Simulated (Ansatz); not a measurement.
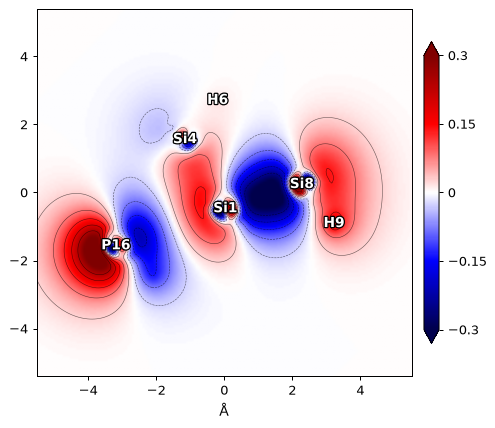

H10OSi4···PH3. One frontier orbital on the plane of atoms Si1, Si8 and H9 (values in Å⁻³ᐟ²; the overall sign is arbitrary).

Not at a stationary point (largest force 0.8 eV/Å).

The calculation used RKS PBE0-D4/6-31G* in Ansatz 0.2.0.

```json
{"atom": "Si", "x (Å)": "-0.0675", "y (Å)": "-0.1526", "z (Å)": "0.0928"}
{"atom": "O", "x (Å)": "-0.2380", "y (Å)": "-0.1106", "z (Å)": "1.7696"}
{"atom": "H", "x (Å)": "-0.9822", "y (Å)": "0.4351", "z (Å)": "2.0524"}
{"atom": "Si", "x (Å)": "2.1551", "y (Å)": "0.1703", "z (Å)": "-0.6070"}
{"atom": "H", "x (Å)": "2.5627", "y (Å)": "-0.9113", "z (Å)": "-1.5499"}
{"atom": "H", "x (Å)": "2.2688", "y (Å)": "1.4724", "z (Å)": "-1.3278"}
{"atom": "H", "x (Å)": "3.1058", "y (Å)": "0.1829", "z (Å)": "0.5402"}
{"atom": "Si", "x (Å)": "-1.1625", "y (Å)": "1.7536", "z (Å)": "-0.7587"}
{"atom": "H", "x (Å)": "-2.6220", "y (Å)": "1.7499", "z (Å)": "-0.4335"}
{"atom": "H", "x (Å)": "-0.5876", "y (Å)": "3.0129", "z (Å)": "-0.1980"}
{"atom": "H", "x (Å)": "-1.0158", "y (Å)": "1.7934", "z (Å)": "-2.2433"}
{"atom": "Si", "x (Å)": "-1.1740", "y (Å)": "-1.9074", "z (Å)": "-1.0094"}
{"atom": "H", "x (Å)": "-2.1861", "y (Å)": "-2.5079", "z (Å)": "-0.0914"}
{"atom": "H", "x (Å)": "-1.8984", "y (Å)": "-1.3494", "z (Å)": "-2.1911"}
{"atom": "H", "x (Å)": "-0.2727", "y (Å)": "-2.9898", "z (Å)": "-1.4975"}
{"atom": "P", "x (Å)": "1.4742", "y (Å)": "-2.8508", "z (Å)": "1.4830"}
{"atom": "H", "x (Å)": "0.0697", "y (Å)": "-2.8682", "z (Å)": "1.2672"}
{"atom": "H", "x (Å)": "1.8088", "y (Å)": "-2.6002", "z (Å)": "0.1245"}
{"atom": "H", "x (Å)": "1.4762", "y (Å)": "-1.5005", "z (Å)": "1.9159"}
```

**Which orbital is it: HOMO or LUMO?**

The HOMO, at −7.27 eV. It lies mainly on P16 (about 30 %), Si8 (about 20 %), Si1 (about 20 %) and Si12 (about 10 %).
